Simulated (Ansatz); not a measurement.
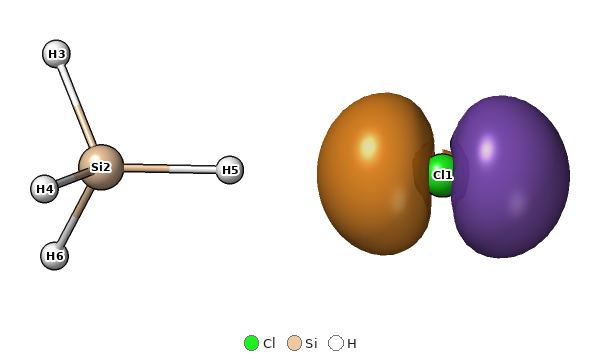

*Cl···SiH4 (SMILES [Cl-].[SiH4]) (charge −1). The HOMO at ±0.2 Å⁻³ᐟ² (orange and purple are the two phases), seen at a tilt.*

Geometry: PBE0-D4/def2-TZVP.

All numbers below come from Ansatz 0.2.0, RKS PBE0-D4/def2-TZVPPD.

```xyz
6

Cl    0.1888   -0.1819   -3.3346
Si   -0.0346    0.0333    0.6203
H     0.8622    1.0856    1.1896
H     0.3369   -1.2429    1.3058
H     0.0621   -0.0618   -0.8675
H    -1.4153    0.3677    1.0865
```

Q: What is the character of this orbital?

A: Its weight (Hirshfeld) is mainly on Cl1 (about 90 %); largely a lone pair of Cl1. Its energy is −1.40 eV.
